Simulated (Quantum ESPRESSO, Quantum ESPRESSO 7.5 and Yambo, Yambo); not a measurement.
**A GW chain in Yambo: ZrSe2 (1T monolayer)**

Aim: the G0W0 gap of ZrSe2 (1T monolayer) on PBE, step by step.

Method: PBE and many-body steps on it, plane waves, in Quantum ESPRESSO 7.5 and Yambo 5.3.0.

### 1. The starting structure

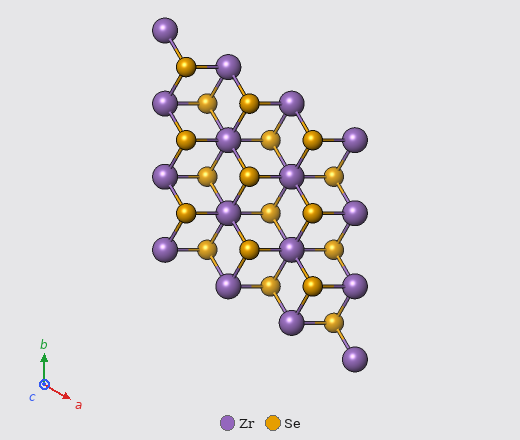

Start, viewed from above; zirconium purple, selenium orange. 3×3×1 cells are drawn. Some periodic images of atoms are drawn too.

The cell holds 3 atoms: 1 Zr and 2 Se. Its edges and angles: a = 3.808 Å, b = 3.808 Å, c = 16.000 Å, α = 90.0°, β = 90.0°, γ = 120.0°. Vacuum lies along c.

The structure was relaxed with PBE. The runs that relaxed it are not among those shown.

### 2. Ground state

This step: Quantum ESPRESSO 7.5; DFT, PBE, plane waves, norm-conserving pseudopotentials.

The ground-state density comes first.

pw.in

```
&control
  calculation = 'scf'
  prefix = 'x'
  outdir = 'o'
  pseudo_dir = 'pseudo'
/
&system
  ibrav = 0
  nat = 3
  ntyp = 2
  ecutwfc = 104.0
  nbnd = 35
  force_symmorphic = .true.
/
&electrons
  conv_thr = 1e-10
  electron_maxstep = 80
  mixing_beta = 0.5
/
ATOMIC_SPECIES
  Zr 91.224 Zr.upf
  Se 78.971 Se.upf
CELL_PARAMETERS angstrom
  3.8082320812 -0.0000000003 0.0000000000
  -1.9041160403 3.2980257260 0.0000000000
  0.0000000000 0.0000000000 16.0000000000
ATOMIC_POSITIONS crystal
  Zr 0.0000000000 0.0000000000 0.5000000000
  Se 0.3333333333 0.6666666667 0.5985386353
  Se 0.6666666667 0.3333333333 0.4014613647
K_POINTS automatic
  9 9 1 0 0 0
```

Started as:

```bash
$ OMP_NUM_THREADS=1 mpirun -n 8 pw.x -nk 8 -in pw.in > pw.out
```

The log of the run:

```text
Program PWSCF v.7.5 starts

     This program is part of the open-source Quantum ESPRESSO suite
     for quantum simulation of materials; please cite
         "P. Giannozzi et al., J. Phys.:Condens. Matter 21 395502 (2009);
         "P. Giannozzi et al., J. Phys.:Condens. Matter 29 465901 (2017);
         "P. Giannozzi et al., J. Chem. Phys. 152 154105 (2020);
     in publications or presentations arising from this work. More details at
     Message from routine setup:
     using ibrav=0 with symmetry is DISCOURAGED, use correct ibrav instead

     G-vector sticks info

     bravais-lattice index     =            0
     lattice parameter (alat)  =       7.1965  a.u.
     unit-cell volume          =    1356.1072 (a.u.)^3
     number of atoms/cell      =            3
     number of atomic types    =            2
     number of electrons       =        60.00
     number of Kohn-Sham states=           35
     kinetic-energy cutoff     =     104.0000  Ry
     charge density cutoff     =     416.0000  Ry
     scf convergence threshold =      1.0E-10
     mixing beta               =       0.5000
     number of iterations used =            8  plain     mixing
     Exchange-correlation= PBE
                           (   1   4   3   4   0   0   0)

     celldm(1)=   7.196516  celldm(2)=   0.000000  celldm(3)=   0.000000
     celldm(4)=   0.000000  celldm(5)=   0.000000  celldm(6)=   0.000000

     crystal axes: (cart. coord. in units of alat)
               a(1) = (   1.000000  -0.000000   0.000000 )
               a(2) = (  -0.500000   0.866025   0.000000 )
               a(3) = (   0.000000   0.000000   4.201425 )

     reciprocal axes: (cart. coord. in units 2 pi/alat)
               b(1) = (  1.000000  0.577350 -0.000000 )
               b(2) = (  0.000000  1.154701 -0.000000 )
               b(3) = ( -0.000000 -0.000000  0.238015 )
     Pseudo is Norm-conserving + core correction, Zval = 12.0
     Generated using ONCVPSP code by D. R. Hamann
     Using radial grid of 1622 points,  6 beta functions with:
     Pseudo is Norm-conserving + core correction, Zval = 24.0
     Generated using ONCVPSP code by D. R. Hamann
     Using radial grid of 1214 points,  6 beta functions with:
     Zr               12.00    91.22400     Zr( 1.00)
     Se               24.00    78.97100     Se( 1.00)

     12 Sym. Ops., with inversion, found

   Cartesian axes

     site n.     atom                  positions (alat units)
         1        Zr     tau(   1) = (   0.0000000   0.0000000   2.1007123  )
         2        Se     tau(   2) = (   0.0000000   0.5773503   2.5147150  )
         3        Se     tau(   3) = (   0.5000000   0.2886751   1.6867097  )

     number of k points=    12
                       cart. coord. in units 2pi/alat
        k(    1) = (   0.0000000   0.0000000   0.0000000), wk =   0.0246914
        k(    2) = (   0.0000000   0.1283001   0.0000000), wk =   0.1481481
        k(    3) = (   0.0000000   0.2566001   0.0000000), wk =   0.1481481
        k(    4) = (   0.0000000   0.3849002   0.0000000), wk =   0.1481481
        k(    5) = (   0.0000000   0.5132002   0.0000000), wk =   0.1481481
        k(    6) = (   0.1111111   0.1924501   0.0000000), wk =   0.1481481
        k(    7) = (   0.1111111   0.3207501   0.0000000), wk =   0.2962963
        k(    8) = (   0.1111111   0.4490502   0.0000000), wk =   0.2962963
        k(    9) = (   0.1111111   0.5773503   0.0000000), wk =   0.1481481
        k(   10) = (   0.2222222   0.3849002   0.0000000), wk =   0.1481481
        k(   11) = (   0.2222222   0.5132002   0.0000000), wk =   0.2962963
        k(   12) = (   0.3333333   0.5773503   0.0000000), wk =   0.0493827

     Dense  grid:   194387 G-vectors     FFT dimensions: (  48,  48, 200)

     Initial potential from superposition of free atoms

     starting charge      59.9975, renormalised to      60.0000
     Starting wfcs are   36 randomized atomic wfcs

     per-process dynamical memory:   141.1 Mb

     Self-consistent Calculation

     iteration #  1     ecut=   104.00 Ry     beta= 0.50

     Threshold (ethr) on eigenvalues was too large:
     Diagonalizing with lowered threshold

     total energy              =   -1454.55972117 Ry
     estimated scf accuracy    <       0.12962365 Ry

     iteration #  2     ecut=   104.00 Ry     beta= 0.50

     total energy              =   -1454.57227783 Ry
     estimated scf accuracy    <       0.06111814 Ry

     iteration #  3     ecut=   104.00 Ry     beta= 0.50

     total energy              =   -1454.58703005 Ry
     estimated scf accuracy    <       0.02717524 Ry

     iteration #  4     ecut=   104.00 Ry     beta= 0.50

     total energy              =   -1454.59048814 Ry
     estimated scf accuracy    <       0.00089124 Ry

     iteration #  5     ecut=   104.00 Ry     beta= 0.50

     total energy              =   -1454.59054103 Ry
     estimated scf accuracy    <       0.00008361 Ry

     iteration #  6     ecut=   104.00 Ry     beta= 0.50

     total energy              =   -1454.59056179 Ry
     estimated scf accuracy    <       0.00001402 Ry

     iteration #  7     ecut=   104.00 Ry     beta= 0.50

     total energy              =   -1454.59056362 Ry
     estimated scf accuracy    <       0.00000012 Ry

     iteration #  8     ecut=   104.00 Ry     beta= 0.50

     total energy              =   -1454.59056368 Ry
     estimated scf accuracy    <       0.00000003 Ry

     iteration #  9     ecut=   104.00 Ry     beta= 0.50

     total energy              =   -1454.59056369 Ry
     estimated scf accuracy    <          4.5E-09 Ry

     iteration # 10     ecut=   104.00 Ry     beta= 0.50

     total energy              =   -1454.59056369 Ry
     estimated scf accuracy    <          9.1E-10 Ry

     iteration # 11     ecut=   104.00 Ry     beta= 0.50

     End of self-consistent calculation

          k = 0.0000 0.0000 0.0000 ( 24297 PWs)   bands (ev):

  -206.9615-206.9615-146.4447-146.4447-146.4447-146.4447-146.4402-146.4402
   -49.3026 -46.6269 -46.6269 -46.6267 -46.6267 -46.6192 -46.6192 -46.6189
   -46.6189 -46.6155 -46.6154 -27.3338 -27.2308 -27.2308 -12.7085 -11.8333
    -3.8018  -2.3170  -2.3170  -0.9055   0.1714   0.1714   1.3003   1.3003
     1.9068   4.6715   4.6716

          k = 0.0000 0.1283 0.0000 ( 24323 PWs)   bands (ev):

  -206.9615-206.9615-146.4447-146.4447-146.4447-146.4447-146.4402-146.4402
   -49.3015 -46.6269 -46.6267 -46.6266 -46.6266 -46.6192 -46.6192 -46.6189
   -46.6189 -46.6155 -46.6154 -27.3290 -27.2513 -27.2352 -12.6045 -11.8302
    -3.6536  -2.6216  -2.2593  -0.7186  -0.6302  -0.2147   1.3626   1.7259
     2.1662   4.0334   4.5876

          k = 0.0000 0.2566 0.0000 ( 24320 PWs)   bands (ev):

  -206.9615-206.9615-146.4447-146.4447-146.4447-146.4447-146.4402-146.4402
   -49.2987 -46.6268 -46.6267 -46.6265 -46.6260 -46.6192 -46.6191 -46.6189
   -46.6188 -46.6154 -46.6153 -27.3176 -27.3019 -27.2463 -12.3324 -11.8179
    -3.3142  -3.0012  -2.1550  -2.0235  -0.6935  -0.5076   1.1328   2.2822
     2.5681   3.7553   4.5437

          k = 0.0000 0.3849 0.0000 ( 24272 PWs)   bands (ev):

     [... further k-points ...]

     highest occupied, lowest unoccupied level (ev):     0.1714    0.7221

!    total energy              =   -1454.59056369 Ry
     estimated scf accuracy    <          3.8E-11 Ry

     The total energy is the sum of the following terms:
     one-electron contribution =   -3615.52410843 Ry
     hartree contribution      =    1741.87320072 Ry
     xc contribution           =    -135.38878190 Ry
     ewald contribution        =     554.44912592 Ry

     convergence has been achieved in  11 iterations

     XML data file, charge density, pseudopotentials, collected wavefunctions

=------------------------------------------------------------------------------=
   JOB DONE.
=------------------------------------------------------------------------------=
```

Wall time 58 s (8 MPI ranks of AMD EPYC 7R43, shared host); peak memory 1.8 GiB; 7.2 min of CPU time.

Numbers from this step:

```yaml
total_energy: -19790.7128 eV
gap: 0.5508 eV
k_of_the_valence_top: 0, 0, 0
k_of_the_conduction_bottom: 0, 0.4444, 0
least_direct_gap: 1.129 eV
```

The gap is indirect, with the least direct gap 0.58 eV higher.

### 3. Bands along the symmetry lines

Levels along a band path, at the cheap level, show where the edges lie and whether the meshes to come will hold them.

pw.in

```
&control
  calculation = 'bands'
  prefix = 'x'
  outdir = 'o'
  pseudo_dir = 'pseudo'
/
&system
  ibrav = 0
  nat = 3
  ntyp = 2
  ecutwfc = 104.0
  nbnd = 36
  force_symmorphic = .true.
/
&electrons
  conv_thr = 1e-9
  electron_maxstep = 80
  diago_full_acc = .true.
  diago_thr_init = 5e-6
/
ATOMIC_SPECIES
  Zr 91.224 Zr.upf
  Se 78.971 Se.upf
CELL_PARAMETERS angstrom
  3.8082320812 -0.0000000003 0.0000000000
  -1.9041160403 3.2980257260 0.0000000000
  0.0000000000 0.0000000000 16.0000000000
ATOMIC_POSITIONS crystal
  Zr 0.0000000000 0.0000000000 0.5000000000
  Se 0.3333333333 0.6666666667 0.5985386353
  Se 0.6666666667 0.3333333333 0.4014613647
K_POINTS crystal
  25
  0.00000000 0.00000000 0.00000000 1
  0.06250000 0.00000000 0.00000000 1
  0.12500000 0.00000000 0.00000000 1
  0.18750000 0.00000000 0.00000000 1
  0.25000000 0.00000000 0.00000000 1
  0.31250000 0.00000000 0.00000000 1
  0.37500000 0.00000000 0.00000000 1
  0.43750000 0.00000000 0.00000000 1
  0.50000000 0.00000000 0.00000000 1
  0.47916667 0.04166667 0.00000000 1
  0.45833333 0.08333333 0.00000000 1
  0.43750000 0.12500000 0.00000000 1
  0.41666666 0.16666666 0.00000000 1
  0.39583333 0.20833333 0.00000000 1
  0.37500000 0.25000000 0.00000000 1
  0.35416666 0.29166666 0.00000000 1
  0.33333333 0.33333333 0.00000000 1
  0.29166666 0.29166666 0.00000000 1
  0.25000000 0.25000000 0.00000000 1
  0.20833333 0.20833333 0.00000000 1
  0.16666666 0.16666666 0.00000000 1
  0.12500000 0.12500000 0.00000000 1
  0.08333333 0.08333333 0.00000000 1
  0.04166667 0.04166667 0.00000000 1
  0.00000000 0.00000000 0.00000000 1
```

The log of the run:

```text
[banner, memory and clock lines left out]
Program PWSCF v.7.5 starts

     Atomic positions and unit cell read from directory:
     o/x.save/

     Message from routine setup:
     using ibrav=0 with symmetry is DISCOURAGED, use correct ibrav instead

     G-vector sticks info

     bravais-lattice index     =            0
     lattice parameter (alat)  =       7.1965  a.u.
     unit-cell volume          =    1356.1072 (a.u.)^3
     number of atoms/cell      =            3
     number of atomic types    =            2
     number of electrons       =        60.00
     number of Kohn-Sham states=           36
     kinetic-energy cutoff     =     104.0000  Ry
     charge density cutoff     =     416.0000  Ry
     Exchange-correlation= PBE
                           (   1   4   3   4   0   0   0)

     celldm(1)=   7.196516  celldm(2)=   0.000000  celldm(3)=   0.000000
     celldm(4)=   0.000000  celldm(5)=   0.000000  celldm(6)=   0.000000

     crystal axes: (cart. coord. in units of alat)
               a(1) = (   1.000000  -0.000000   0.000000 )
               a(2) = (  -0.500000   0.866025   0.000000 )
               a(3) = (   0.000000   0.000000   4.201425 )

     reciprocal axes: (cart. coord. in units 2 pi/alat)
               b(1) = (  1.000000  0.577350 -0.000000 )
               b(2) = (  0.000000  1.154701 -0.000000 )
               b(3) = ( -0.000000 -0.000000  0.238015 )
     Pseudo is Norm-conserving + core correction, Zval = 12.0
     Generated using ONCVPSP code by D. R. Hamann
     Using radial grid of 1622 points,  6 beta functions with:
     Pseudo is Norm-conserving + core correction, Zval = 24.0
     Generated using ONCVPSP code by D. R. Hamann
     Using radial grid of 1214 points,  6 beta functions with:
     Zr               12.00    91.22400     Zr( 1.00)
     Se               24.00    78.97100     Se( 1.00)

     12 Sym. Ops., with inversion, found

   Cartesian axes

     site n.     atom                  positions (alat units)
         1        Zr     tau(   1) = (   0.0000000   0.0000000   2.1007123  )
         2        Se     tau(   2) = (   0.0000000   0.5773503   2.5147150  )
         3        Se     tau(   3) = (   0.5000000   0.2886751   1.6867097  )

     number of k points=    25
                       cart. coord. in units 2pi/alat
        k(    1) = (   0.0000000   0.0000000   0.0000000), wk =   0.0800000
        k(    2) = (   0.0625000   0.0360844   0.0000000), wk =   0.0800000
        k(    3) = (   0.1250000   0.0721688   0.0000000), wk =   0.0800000
[...]
[... 13 further rows ...]
        k(   24) = (   0.0416667   0.0721688   0.0000000), wk =   0.0800000
        k(   25) = (   0.0000000   0.0000000   0.0000000), wk =   0.0800000

     Dense  grid:   194387 G-vectors     FFT dimensions: (  48,  48, 200)

     The potential is recalculated from file :
     o/x.save/charge-density

     Starting wfcs are   36 randomized atomic wfcs

     Band Structure Calculation

     End of band structure calculation

          k = 0.0000 0.0000 0.0000 ( 24297 PWs)   bands (ev):

  -206.9615-206.9615-146.4448-146.4448-146.4448-146.4447-146.4402-146.4402
   -49.3027 -46.6269 -46.6269 -46.6267 -46.6267 -46.6192 -46.6192 -46.6189
   -46.6189 -46.6155 -46.6154 -27.3339 -27.2309 -27.2309 -12.7085 -11.8333
    -3.8019  -2.3171  -2.3171  -0.9055   0.1713   0.1713   1.3003   1.3003
     1.9068   4.5064   4.6715   4.6715

          k = 0.0625 0.0361 0.0000 ( 24307 PWs)   bands (ev):

  -206.9615-206.9615-146.4448-146.4448-146.4448-146.4447-146.4402-146.4402
[...]
1.9981   4.3687   4.6342   4.6395

          k = 0.1250 0.0722 0.0000 ( 24316 PWs)   bands (ev):

  -206.9615-206.9615-146.4448-146.4448-146.4448-146.4448-146.4402-146.4402
[...]
2.2193   3.9514   4.5730   4.9319

[...]
k = 0.0417 0.0722 0.0000 ( 24317 PWs)   bands (ev):

  -206.9615-206.9615-146.4448-146.4448-146.4448-146.4447-146.4402-146.4402
[...]
2.0300   4.3121   4.5846   4.7026

          k = 0.0000 0.0000 0.0000 ( 24297 PWs)   bands (ev):

  -206.9615-206.9615-146.4448-146.4448-146.4448-146.4447-146.4402-146.4402
[...]
-46.6189 -46.6155 -46.6154 -27.3339 -27.2309 -27.2309 -12.7085 -11.8333
    -3.8019  -2.3171  -2.3171  -0.9055   0.1713   0.1713   1.3003   1.3003
     1.9068   4.5064   4.6715   4.6715

     XML data file, pseudopotentials, collected wavefunctions
```

It took 31 s on 8 MPI ranks; peak memory 1.6 GiB; 3.3 min of CPU time.

This step gave:

```
gap                        : 0.5296 eV
k of the valence top       : 0, 0, 0
k of the conduction bottom : 0.5, 0, 0
least direct gap           : 1.129 eV
```

The gap is 0.530 eV, −0.021 eV from the run before at this level.

The electronic bands at the labelled points (eV, zero at the top of the highest filled band):

| point | band 27 | band 28 | band 29 | band 30 | band 31 | band 32 | band 33 | band 34 |
| --- | --- | --- | --- | --- | --- | --- | --- | --- |
| Γ | -2.49 | -1.08 | 0.00 | 0.00 | 1.13 | 1.13 | 1.74 | 4.34 |
| M | -2.47 | -2.41 | -1.45 | -1.05 | 0.53 | 2.57 | 2.91 | 4.75 |
| K | -3.37 | -2.06 | -2.06 | -1.92 | 1.84 | 2.44 | 2.44 | 4.39 |
| Γ | -2.49 | -1.08 | 0.00 | 0.00 | 1.13 | 1.13 | 1.74 | 4.34 |

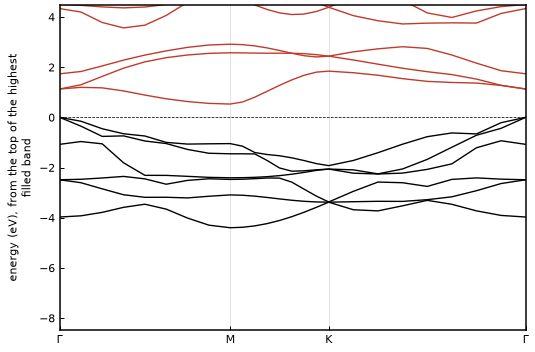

Electronic bands along the path; lines of filled and empty bands in two colours.

(Part 1 of 3 ends here.)

[Paths, hosts, dates, memory and timing lines, banners, echoed tables and standing remarks are left out of the program output.]

[Logs are printed without paths, hosts, clocks, repeated set-up lines and the standing remarks that a program may print on its own settings, such as how far it seeks lower states.]

[Runs of the session that timed out or met a known fault of the program may be left out.]

[Hosts, paths, dates, database ids (printed as entryN), source tags and the programs' standing remarks are cut or masked in the printed files.]
